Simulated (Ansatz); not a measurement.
**Work function of Pd(111): what the settings cost and change**

How far do cutoff, k-mesh and smearing move the work function of Pd(111)?

Program: Ansatz 0.2.0. Level of theory: plane-wave DFT, PBE, Ansatz PAW. Results are calculated unless marked as measured.

**Measured values to reproduce.**

“Anisotropic work function of elemental crystals” (2019, arxiv:1902.07811) quotes from earlier work for Pd (clean (111) face, a compiled value): work function (clean (111) face, a compiled value) 5.67 eV.

## Step 1: Starting point

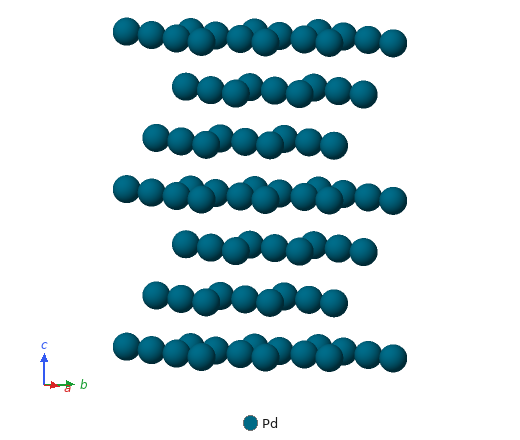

Start, viewed from the side, with the c axis up; palladium blue. 3×3×1 cells are drawn. Some periodic images of atoms are drawn too.

The cell holds 7 atoms: 7 Pd. Cell: a = 2.751 Å, b = 2.751 Å, c = 31.475 Å, α = 90.0°, β = 90.0°, γ = 60.0°. Vacuum lies along c.

## Step 2: Slab, setting cutoff 200 eV

A work function rests on the faint tail of the density, so the SCF threshold is tight. The cutoff is raised first; then mesh and smearing are varied at the default cutoff.

input.yaml

```yaml
crystal:
  lattice:
    - [2.7506453788, 0.0, 0.0]
    - [1.3753226894, 2.3821287749, 0.0]
    - [0.0, 0.0, 31.4753552829]
  atoms:
    - { symbol: Pd, position: [0.0, 0.0, 0.2859379956] }
    - { symbol: Pd, position: [0.3333333333, 0.3333333333, 0.3572919971] }
    - { symbol: Pd, position: [0.6666666667, 0.6666666667, 0.4286459985] }
    - { symbol: Pd, position: [0.0, 0.0, 0.5] }
    - { symbol: Pd, position: [0.3333333333, 0.3333333333, 0.5713540015] }
    - { symbol: Pd, position: [0.6666666667, 0.6666666667, 0.6427080029] }
    - { symbol: Pd, position: [0.0, 0.0, 0.7140620044] }
kpoints:
  mp_grid: { grid: [17, 17, 1] }
hamiltonian:
  xc: pbe
scf:
  occupations: { method: fermi_dirac, width: 0.1 }
  convergence: { dr2_threshold: 1.0e-09 }
efield:
  axis: 3
  dipole_correction: true
  ramp_position: 0.97
  ramp_width: 0.06
basis:
  ecutwfc: "200 eV"
output:
  write_potential: true
  write_density: true
  volumetric_format: npy
  elf: true
```

Command:

```bash
$ ansatz run input.yaml --threads 2 --pin off --max-ram 3072MiB --backend cpu --events-out ev --progress --plain --runs-dir out
```

Numbers of over 12 decimals in the logs are rounded to 6 here.

The log of the run:

```text
Warning: basis.ecutwfc = 200 eV is below the records' recommended 420 eV, and the density's cutoff is lower with it unless basis.ecutrho_ratio is high enough to keep the records' density cutoff: compare with a run at a higher cutoff
Engine: ansatz 0.2.0, x86_64-unknown-linux-gnu
Pseudopotentials: kind: paw
Pseudopotential: Pd, paw, valence charge 18, recommended cutoff 420 eV (normal), Pd.paw.azcp
Functional definition: PBE
  parameter kappa = 0.804
  parameter beta = 0.066725
  exchange = pbe_x(kappa = kappa, mu = beta*pi^2/3)
  correlation = pbe_c(beta = beta)
Crystal: 7 atoms, lattice volume = 206.239 Å³
Basis set: ecut = 200 eV, 1339 PW (Γ)
Bands: 76, of which v1, the nominal top of the filled ones, is band 63 counted from 1 (62 counted from 0)
Symmetry: 6 space group operations
k-points: 33 of 289 (time reversal used)
Non-local potential: Pd, projectors of the file, l = 0: 2, l = 1: 2, l = 2: 2, l = 3: 1
PAW form: soft (Blöchl's): semilocal exchange-correlation on the pseudo side does not see the compensation charge
PAW one-centre angular grid: Pd, 590 points (default); XC on 64 Gauss nodes
Initial density: superposition of atomic densities (neutral atoms: chi_scale 0, normalization atom), corrected by the library's trained network
Initial wavefunctions: pseudopotential atomic-orbital guess
Functional: x = pbe(κ = 0.804, μ = 0.219515), c = pbe(β = 0.066725)
SCF iter   1: F=—  HF=-48732.240125 eV  |F-HF|=—  |Δ(HF+E_count)|=         —  Δρ=1.33e-1  dr2=3.20e1  ethr=1.77e-3  p=0.000 e·Å  D=3.77e-13 V/Å  ΔV_dip=-0.00 eV  dr2_dipole=1.92e-7  V_vac-E_F(+/−)=3.87/3.87 eV  ⟨swp⟩=6.3  Hψ=9310  notcnv=0  defer=48
efield: sawtooth ramp at fractional position 0.9700 (set: `efield.ramp_position`, or a place that a band, a saddle search or an elastic batch's reference lends), width 0.0600; the density the first Hamiltonian is built on has a dipole p = 0.000 e·Å; the dipole correction subtracts the counter field D = 3.77e-13 V/Å, which shifts the + side's vacuum level by -0.00 eV against the − side's; the planar-averaged density in the ramp window peaks in size at 6.2e-5 e/Å³
preconditioner: auto → LDOS  [metal: Δε(μ)=0.003 eV  Ē_g=7.152 eV  σ=0.100 eV  W_gap=0.01  n_scr=24 (ndim 8)  ℏωp=21.6 eV  f_vac=0.472  D(μ)=15.64/eV (n_scr^D=198)  β→1.0]
SCF iter   2: F=—  HF=-48734.934131 eV  |F-HF|=—  |Δ(HF+E_count)|=    2.69e0  Δρ=1.36e-1  dr2=3.52e1  ethr=1.77e-3  p=-0.000 e·Å  D=-5.78e-5 V/Å  ΔV_dip=0.00 eV  dr2_dipole=7.08e-7  V_vac-E_F(+/−)=6.62/6.63 eV  ⟨swp⟩=3.0  Hψ=6792  notcnv=0  defer=100
SCF iter   3: F=—  HF=-48724.208726 eV  |F-HF|=—  |Δ(HF+E_count)|=    1.07e1  Δρ=1.08e-2  dr2=3.55e-1  ethr=1.77e-3  p=-0.000 e·Å  D=-1.05e-5 V/Å  ΔV_dip=0.00 eV  dr2_dipole=1.01e-7  V_vac-E_F(+/−)=6.33/6.34 eV  ⟨swp⟩=2.9  Hψ=5928  notcnv=0  defer=155
SCF iter   4: F=—  HF=-48724.174380 eV  |F-HF|=—  |Δ(HF+E_count)|=   3.43e-2  Δρ=5.08e-3  dr2=1.59e-1  ethr=2.82e-4  p=-0.000 e·Å  D=-1.08e-5 V/Å  ΔV_dip=0.00 eV  dr2_dipole=5.22e-9  V_vac-E_F(+/−)=5.90/5.91 eV  ⟨swp⟩=2.6  Hψ=4130  notcnv=0  defer=143
SCF iter   5: F=—  HF=-48724.149755 eV  |F-HF|=—  |Δ(HF+E_count)|=   2.46e-2  Δρ=1.39e-3  dr2=1.44e-2  ethr=1.26e-4  p=-0.000 e·Å  D=-2.83e-6 V/Å  ΔV_dip=0.00 eV  dr2_dipole=1.76e-8  V_vac-E_F(+/−)=6.09/6.10 eV  ⟨swp⟩=2.0  Hψ=3774  notcnv=0  defer=143
SCF iter   6: F=—  HF=-48724.147235 eV  |F-HF|=—  |Δ(HF+E_count)|=   2.52e-3  Δρ=5.42e-4  dr2=2.40e-3  ethr=1.15e-5  p=-0.000 e·Å  D=-1.87e-6 V/Å  ΔV_dip=0.00 eV  dr2_dipole=4.58e-9  V_vac-E_F(+/−)=6.04/6.05 eV  ⟨swp⟩=2.5  Hψ=3741  notcnv=0  defer=143
SCF iter   7: F=—  HF=-48724.147113 eV  |F-HF|=—  |Δ(HF+E_count)|=   1.22e-4  Δρ=2.53e-4  dr2=4.46e-4  ethr=1.91e-6  p=-0.000 e·Å  D=-8.95e-7 V/Å  ΔV_dip=0.00 eV  dr2_dipole=1.02e-9  V_vac-E_F(+/−)=6.02/6.02 eV  ⟨swp⟩=1.9  Hψ=2971  notcnv=0  defer=143
SCF iter   8: F=—  HF=-48724.147138 eV  |F-HF|=—  |Δ(HF+E_count)|=   2.53e-5  Δρ=1.20e-4  dr2=9.90e-5  ethr=3.54e-7  p=-0.000 e·Å  D=-5.73e-8 V/Å  ΔV_dip=0.00 eV  dr2_dipole=1.29e-12  V_vac-E_F(+/−)=6.00/6.01 eV  ⟨swp⟩=1.9  Hψ=2834  notcnv=0  defer=143
SCF iter   9: F=—  HF=-48724.147135 eV  |F-HF|=—  |Δ(HF+E_count)|=   3.30e-6  Δρ=4.77e-5  dr2=8.74e-6  ethr=7.85e-8  p=0.000 e·Å  D=1.73e-7 V/Å  ΔV_dip=-0.00 eV  dr2_dipole=5.52e-11  V_vac-E_F(+/−)=6.00/6.01 eV  ⟨swp⟩=1.5  Hψ=2708  notcnv=0  defer=143
SCF iter  10: F=—  HF=-48724.147135 eV  |F-HF|=—  |Δ(HF+E_count)|=   7.66e-7  Δρ=1.96e-5  dr2=1.58e-6  ethr=6.94e-9  p=0.000 e·Å  D=1.17e-7 V/Å  ΔV_dip=-0.00 eV  dr2_dipole=1.91e-11  V_vac-E_F(+/−)=6.00/6.01 eV  ⟨swp⟩=2.0  Hψ=3238  notcnv=0  defer=143
SCF iter  11: F=—  HF=-48724.147136 eV  |F-HF|=—  |Δ(HF+E_count)|=   5.87e-7  Δρ=6.11e-6  dr2=1.43e-7  ethr=1.25e-9  p=0.000 e·Å  D=2.18e-8 V/Å  ΔV_dip=-0.00 eV  dr2_dipole=5.60e-15  V_vac-E_F(+/−)=6.00/6.01 eV  ⟨swp⟩=1.8  Hψ=3057  notcnv=0  defer=143
SCF iter  12: F=—  HF=-48724.147136 eV  |F-HF|=—  |Δ(HF+E_count)|=   4.91e-9  Δρ=2.00e-6  dr2=1.20e-8  ethr=1.13e-10  p=-0.000 e·Å  D=-1.21e-9 V/Å  ΔV_dip=0.00 eV  dr2_dipole=4.75e-13  V_vac-E_F(+/−)=6.00/6.01 eV  ⟨swp⟩=2.1  Hψ=3473  notcnv=0  defer=143
SCF iter  13: F=—  HF=-48724.147136 eV  |F-HF|=—  |Δ(HF+E_count)|=   1.34e-9  Δρ=1.12e-6  dr2=8.69e-9  ethr=9.55e-12  p=0.000 e·Å  D=6.74e-10 V/Å  ΔV_dip=-0.00 eV  dr2_dipole=5.40e-14  V_vac-E_F(+/−)=6.00/6.01 eV  ⟨swp⟩=2.3  Hψ=4031  notcnv=0  defer=143
SCF iter  14: F=—  HF=-48724.147136 eV  |F-HF|=—  |Δ(HF+E_count)|=  2.69e-10  Δρ=5.59e-7  dr2=1.71e-9  ethr=6.90e-12  p=-0.000 e·Å  D=-1.39e-10 V/Å  ΔV_dip=0.00 eV  dr2_dipole=8.73e-15  V_vac-E_F(+/−)=6.00/6.01 eV  ⟨swp⟩=2.2  Hψ=3126  notcnv=0  defer=143
SCF iter  15: F=-48724.147136 eV  HF=-48724.147136 eV  |F-HF|=5.17e-10  |Δ(HF+E_count)|=  7.28e-11  Δρ=2.39e-7  dr2=3.65e-10  ethr=1.00e-12  p=-0.000 e·Å  D=-4.63e-10 V/Å  ΔV_dip=0.00 eV  dr2_dipole=1.75e-16  V_vac-E_F(+/−)=6.00/6.01 eV  ⟨swp⟩=10.7  Hψ=6379  notcnv=0
WARN: efield: at this solve's end the planar-averaged density reaches 1.77e-4 e/Å³ inside the ramp window [0.9382, 0.0618] (bound 1e-5 e/Å³); by the running means of the window's planes the mean density over a ramp is at most 1.39e-4 e/Å³, which is held to the bound (the quickstart, § The vacuum guard, A window that rings); the window's nearer edge stands 7.06 Å from this solve's nearest atom along the axis. Its work [...]
SCF 1 converged in 15 iterations: F = -48724.147136 eV  dr2 = 3.65e-10
  greatest PAW one-centre occupation: 1.049 electrons in one spin orbital (limit 2), on the Pd atom at site 6 (counted from 0), in its partial waves of l = 1
WARN: The output density's exchange-correlation potential varies sharply where the density is thin. Do not read a vacuum level from v_tot or v_xc, or from such a field of the output density. On a cell that repeats whose density bears no net charge and no dipole along the vacuum's axis use v_es (v_loc + v_h of the components); under efield.dipole_correction with no amplitude use v_es + v_field, which holds any externa [...]
SCF converged after 15 iterations
Free energy (F): -48724.147136 eV
Harris-Foulkes:  -48724.147136 eV  (|F-HF|=5.17e-10)
Internal energy: -48723.674620 eV  (E = F + TS)
E sigma→0 (E₀):  -48723.910878 eV
Entropy (-TS):   -0.472516 eV (-67.502 meV/atom)
Fermi energy:    6.890160 eV
Dipole field:    D = -0.000000 V/Å  (p = -0.000000 e·Å, saw-weighted, corrected)
Work function:   Φ+ = 6.0016 eV (in doubt: plateau slope 4.3e-2 eV/Å)   Φ− = 6.0082 eV (in doubt: plateau slope 3.8e-2 eV/Å)
Levels:          The Fermi level and band energies are counted from a zero that moves with the ramp; work functions are not
Vacuum region:   at the solve's end the planar-averaged density reaches 1.77e-4 e/Å³ inside the ramp window [0.9382, 0.0618] (bound 1e-5 e/Å³); by the running means of the window's planes the mean density over a ramp is at most 1.39e-4 e/Å³, which is held to the bound (the quickstart, § The vacuum guard, A window that rings)
--- Per-component energies (eV) ---
  E_band       = -2644.363388
  E_kinetic    = 3854.244877
  E_local      = -304418.427000  (includes V_loc(G=0)·N_el)
  E_nonlocal   = 1274.696578
  E_hartree    = 150229.910648
  E_xc         = -1236.120136
  E_vxc        = -1552.930874  (∫ρ·V_xc dr)
  E_paw        = -26177.634664  (= ΣΔE_a)
  E_vpaw       = -2261.871710  (= ΣTr[D̂ρ^β])
  E_aug_tail   = 0.105633  (compensation charges beyond the density's cutoff)
  E_efield     = 0.000000  (sawtooth field / dipole correction)
  E_vefield    = 0.000000  (∫n·V_field dr)
  E_ewald      = 127749.549444
  E_smearing   = -0.472516  (= −TS)
  E_closure    = 0.000000  (closes the sum)
  Σ components = -48724.147136   (vs F -48724.147136, Δ=0.00e0)
--- Band table (eV; the first three rows and the last of 33) ---
  k-point 0: bands = [... 59 lower, 5.9996, 6.2126, 6.2126, 6.4998, 6.4998, 6.8832, 6.9622, 6.9622, ... 9 higher]
  k-point 1: bands = [... 59 lower, 5.9966, 6.0750, 6.1906, 6.3837, 6.5028, 6.5854, 6.7078, 6.8601, ... 9 higher]
  k-point 2: bands = [... 59 lower, 5.8741, 5.9234, 6.0819, 6.2159, 6.3905, 6.5879, 6.8900, 6.9838, ... 9 higher]
  k-point 32: bands = [... 59 lower, 6.5426, 6.6075, 6.6400, 6.6677, 12.8224, 12.8411, 13.0683, 13.3323, ... 9 higher]
```

The job ended after 51 s (2 threads of AMD EPYC 7R43, shared host; peak memory 0.49 GiB; 59 s of CPU time).

The column dr2 measures how far the density is from self-consistency, as an energy; F and HF (Harris–Foulkes) agree once it is small.

This step gave:

```yaml
energy_at_zero_smearing: -48723.9109 eV
work_function_upper_face: 6.002 eV
```

Running mean over 2.246 Å of the planar mean; the ramp of the sawtooth is left out. The electron's electrostatic potential energy less the Fermi level by z:

| z (Å) | electron's electrostatic potential energy less the Fermi level (eV) |
| --- | --- |
| 4 | 5.86 |
| 6 | 5.56 |
| 8 | -2.92 |
| 10 | -8.22 |
| 12 | -8.35 |
| 14 | -8.36 |
| 16 | -8.35 |
| 18 | -8.36 |
| 20 | -8.34 |
| 22 | -8.19 |
| 24 | 2.19 |
| 26 | 5.68 |
| 28 | 5.90 |

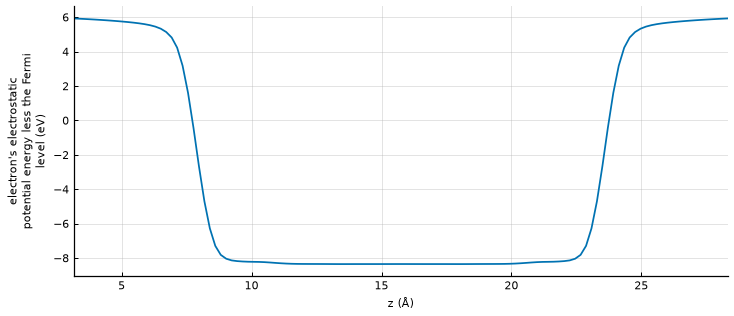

Electron's electrostatic potential energy less the Fermi level, plotted against z.

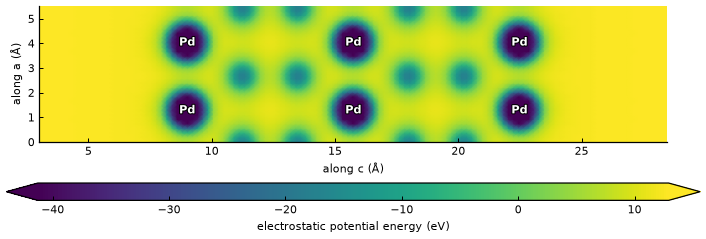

Electrostatic potential energy in the ca plane at fractional y = 0.000, with atoms of Pd within 0.2 Å of it. With pseudopotentials it is smooth inside the atoms' cores, unlike the true potential. The map starts off the cell's origin, so that atoms lie inside it. The far vacuum is left out of the map.

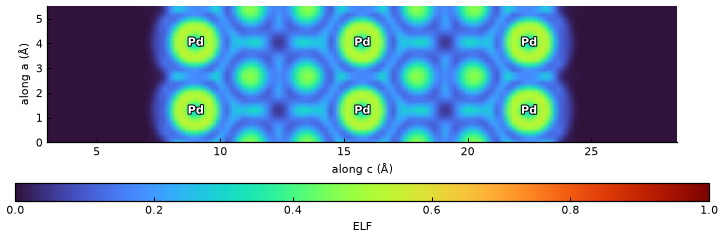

ELF in the ca plane at fractional y = 0.000, with atoms of Pd within 0.2 Å of it. It is the smooth field of the valence electrons, not physical close to the nuclei. The map starts off the cell's origin, so that atoms lie inside it. The far vacuum is left out of the map.

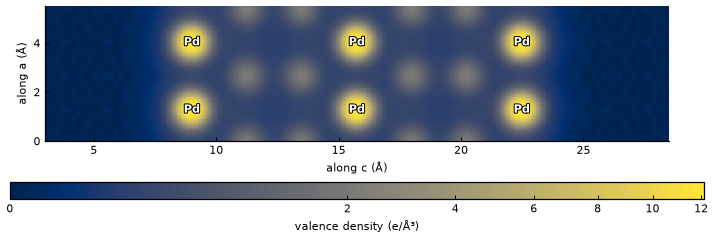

Valence density in the ca plane at fractional y = 0.000, with atoms of Pd within 0.2 Å of it. It is the smooth field of the valence electrons, not physical close to the nuclei. The map starts off the cell's origin, so that atoms lie inside it. The colour scale is stretched toward low values. The far vacuum is left out of the map.

The work function is 6.002 eV. The program marks this work function as in doubt.

## Step 3: Run

input.yaml: that of step 2 with these lines changed.

```diff
@@ -26,3 +26,3 @@
 basis:
-  ecutwfc: "200 eV"
+  ecutwfc: "300 eV"
 output:
@@ -31,2 +31 @@
   volumetric_format: npy
-  elf: true
```

The log of the run:

```text
[...]
Crystal: 7 atoms, lattice volume = 206.239 Å³
Basis set: ecut = 300 eV, 2393 PW (Γ)
Bands: 76, of which v1, the nominal top of the filled ones, is band 63 counted from 1 (62 counted from 0)
Symmetry: 6 space group operations
k-points: 33 of 289 (time reversal used)
[...]
k-point 0: bands = [... 59 lower, 6.1804, 6.4426, 6.4426, 6.7979, 6.7979, 6.8668, 7.1009, 7.1009, ... 9 higher]
  k-point 1: bands = [... 59 lower, 6.1969, 6.2674, 6.4459, 6.5957, 6.7992, 6.8306, 6.9531, 7.1073, ... 9 higher]
  k-point 2: bands = [... 59 lower, 6.1804, 6.2247, 6.3431, 6.4565, 6.6671, 6.8043, 7.1183, 7.2668, ... 9 higher]
  k-point 32: bands = [... 59 lower, 7.0314, 7.0863, 7.1487, 7.1904, 12.9254, 12.9608, 13.1933, 13.4601, ... 9 higher]
[key lines of the parts left out:]
SCF converged after 14 iterations
Free energy (F): -48807.737987 eV
Fermi energy:    7.316672 eV
Dipole field:    D = -0.000000 V/Å  (p = -0.000000 e·Å, saw-weighted, corrected)
Work function:   Φ+ = 5.2318 eV   Φ− = 5.2319 eV
```

Wall time 65 s (2 threads); peak memory 0.61 GiB; 79 s of CPU time.

The work function is 5.232 eV, -0.770 eV from the run “cutoff 200 eV”, at 1.3 times its CPU time.

## Step 4: Slab

input.yaml: that of step 3 with these lines changed.

```diff
@@ -26,3 +26,3 @@
 basis:
-  ecutwfc: "300 eV"
+  ecutwfc: "420 eV"
 output:
```

The log of the run:

```text
[...]
Crystal: 7 atoms, lattice volume = 206.239 Å³
Basis set: ecut = 420 eV, 4035 PW (Γ)
Bands: 76, of which v1, the nominal top of the filled ones, is band 63 counted from 1 (62 counted from 0)
Symmetry: 6 space group operations
k-points: 33 of 289 (time reversal used)
[...]
k-point 0: bands = [... 59 lower, 6.1969, 6.4547, 6.4547, 6.8085, 6.8085, 6.8584, 7.1161, 7.1161, ... 9 higher]
  k-point 1: bands = [... 59 lower, 6.2155, 6.2795, 6.4605, 6.6044, 6.8114, 6.8402, 6.9632, 7.1200, ... 9 higher]
  k-point 2: bands = [... 59 lower, 6.1907, 6.2448, 6.3531, 6.4730, 6.6755, 6.8175, 7.1297, 7.2794, ... 9 higher]
  k-point 32: bands = [... 59 lower, 7.0458, 7.0991, 7.1631, 7.2062, 12.9175, 12.9535, 13.1857, 13.4528, ... 9 higher]
[key lines of the parts left out:]
SCF converged after 13 iterations
Free energy (F): -48809.024654 eV
Fermi energy:    7.331135 eV
Dipole field:    D = 0.000001 V/Å  (p = 0.000001 e·Å, saw-weighted, corrected)
Work function:   Φ+ = 5.2204 eV   Φ− = 5.2205 eV
```

The job ended after 77 s (2 threads; peak memory 0.84 GiB).

The work function is 5.220 eV, -0.781 eV from the run “cutoff 200 eV”, at 1.6 times its CPU time.

## Step 5: Run

input.yaml: that of step 4 with these lines changed.

```diff
@@ -26,3 +26,3 @@
 basis:
-  ecutwfc: "420 eV"
+  ecutwfc: "600 eV"
 output:
```

The log of the run:

```text
[...]
Crystal: 7 atoms, lattice volume = 206.239 Å³
Basis set: ecut = 600 eV, 7037 PW (Γ)
Bands: 76, of which v1, the nominal top of the filled ones, is band 63 counted from 1 (62 counted from 0)
Symmetry: 6 space group operations
k-points: 33 of 289 (time reversal used)
[...]
k-point 0: bands = [... 59 lower, 6.1966, 6.4542, 6.4542, 6.8078, 6.8078, 6.8578, 7.1154, 7.1154, ... 9 higher]
  k-point 1: bands = [... 59 lower, 6.2152, 6.2791, 6.4600, 6.6038, 6.8108, 6.8396, 6.9626, 7.1193, ... 9 higher]
  k-point 2: bands = [... 59 lower, 6.1902, 6.2445, 6.3526, 6.4725, 6.6750, 6.8169, 7.1290, 7.2787, ... 9 higher]
  k-point 32: bands = [... 59 lower, 7.0452, 7.0986, 7.1626, 7.2056, 12.9160, 12.9519, 13.1842, 13.4512, ... 9 higher]
[key lines of the parts left out:]
SCF converged after 13 iterations
Free energy (F): -48809.044054 eV
Fermi energy:    7.330534 eV
Dipole field:    D = 0.000001 V/Å  (p = 0.000001 e·Å, saw-weighted, corrected)
Work function:   Φ+ = 5.2201 eV   Φ− = 5.2201 eV
```

The job ended after 1.9 min (2 threads; peak memory 1.2 GiB; 2.6 min of CPU time).

The work function is 5.220 eV, -0.000 eV from the run “cutoff 420 eV”, at 1.6 times its CPU time.

## Step 6: Run

input.yaml: that of step 5 with these lines changed.

```diff
@@ -14,3 +14,3 @@
 kpoints:
-  mp_grid: { grid: [17, 17, 1] }
+  mp_grid: { grid: [3, 3, 1] }
 hamiltonian:
@@ -25,4 +25,2 @@
   ramp_width: 0.06
-basis:
-  ecutwfc: "600 eV"
 output:
```

The log of the run:

```text
[...]
Crystal: 7 atoms, lattice volume = 206.239 Å³
Basis set: ecut = 420 eV, 4035 PW (Γ)
Bands: 76, of which v1, the nominal top of the filled ones, is band 63 counted from 1 (62 counted from 0)
Symmetry: 6 space group operations
k-points: 3 of 9 (time reversal used)
[...]
Work function:   Φ+ = 5.1718 eV   Φ− = 5.1718 eV
[...]
--- Band table (eV) ---
  k-point 0: bands = [... 59 lower, 6.2247, 6.4850, 6.4850, 6.8422, 6.8422, 6.9141, 7.1284, 7.1284, ... 9 higher]
  k-point 1: bands = [... 59 lower, 6.9968, 7.0255, 7.0651, 7.1202, 7.1547, 7.2375, 7.4280, 8.1408, ... 9 higher]
  k-point 2: bands = [... 59 lower, 7.0056, 7.1697, 7.1779, 7.1779, 13.6266, 13.6407, 13.6407, 13.8536, ... 9 higher]
[key lines of the parts left out:]
SCF converged after 15 iterations
Free energy (F): -48806.283910 eV
Fermi energy:    7.183805 eV
Dipole field:    D = -0.000001 V/Å  (p = -0.000001 e·Å, saw-weighted, corrected)
```

Run time: 6.9 s. Hardware: 2 threads; peak memory 0.49 GiB; 8.8 s of CPU time.

The work function is 5.172 eV, -0.049 eV from the run “cutoff 420 eV”, at 0.091 times its CPU time.

## Step 7: Slab

input.yaml: that of step 6 with these lines changed.

```diff
@@ -14,3 +14,3 @@
 kpoints:
-  mp_grid: { grid: [3, 3, 1] }
+  mp_grid: { grid: [6, 6, 1] }
 hamiltonian:
```

The log of the run:

```text
[...]
Crystal: 7 atoms, lattice volume = 206.239 Å³
Basis set: ecut = 420 eV, 4035 PW (Γ)
Bands: 76, of which v1, the nominal top of the filled ones, is band 63 counted from 1 (62 counted from 0)
Symmetry: 6 space group operations
k-points: 7 of 36 (time reversal used)
[...]
k-point 0: bands = [... 59 lower, 6.1813, 6.4413, 6.4413, 6.8039, 6.8039, 6.8633, 7.1046, 7.1046, ... 9 higher]
  k-point 1: bands = [... 59 lower, 6.0145, 6.2552, 6.2822, 6.4736, 6.8147, 6.8728, 7.1253, 7.2790, ... 9 higher]
  k-point 2: bands = [... 59 lower, 6.8322, 6.8822, 6.9221, 6.9734, 7.0336, 7.1772, 7.3569, 8.0816, ... 9 higher]
  k-point 6: bands = [... 59 lower, 6.9372, 7.1088, 7.1200, 7.1200, 13.4457, 13.4529, 13.4529, 13.6784, ... 9 higher]
[key lines of the parts left out:]
SCF converged after 13 iterations
Free energy (F): -48809.050958 eV
Fermi energy:    7.294965 eV
Dipole field:    D = 0.000001 V/Å  (p = 0.000002 e·Å, saw-weighted, corrected)
Work function:   Φ+ = 5.2256 eV   Φ− = 5.2256 eV
```

The job ended after 17 s (2 threads; peak memory 0.53 GiB; 23 s of CPU time).

The work function is 5.226 eV, +0.005 eV from the run “cutoff 420 eV”, at 0.23 times its CPU time.

[end of part 1 of 2]

[Logs are printed without paths, hosts, clocks, repeated set-up lines and the standing remarks that a program may print on its own settings, such as how far it seeks lower states.]

[Hosts, paths, dates, database ids (printed as entryN), source tags and the programs' standing remarks are cut or masked in the printed files.]

[Maps of the electrostatic potential energy from Ansatz leave out the sawtooth potential of an applied field or a dipole correction, so their vacuum need not be flat; planar profiles and work functions include it.]
